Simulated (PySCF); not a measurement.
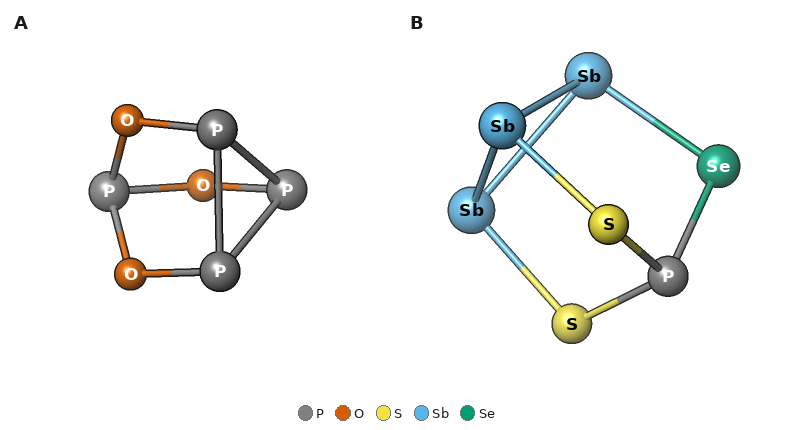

Two related species, optimised with PBE0-D3(BJ)/def2-SVP; properties computed with PySCF 2.14.0. Both: charge 0, singlet.

### Identify both.

A is PP3OOO nortricyclane, B is PSb3SSSe nortricyclane.

Compare them. With ωB97X-D/def2-SVPD: dipole moment (D), HOMO–LUMO gap (eV), HOMO energy (Kohn–Sham orbital) (eV), lowest vertical singlet excitation (eV), mean static polarisability (bohr³).

```tsv
quantity	A	B
dipole moment (D)	1.06	3.75
HOMO–LUMO gap (eV)	8.87	7.21
HOMO energy (Kohn–Sham orbital) (eV)	−9.25	−8.20
lowest vertical singlet excitation (eV)	4.01	3.12
mean static polarisability (bohr³)	94.7	215.7
```

Each is one conformer, and no frequency run is at hand to confirm it as a minimum.
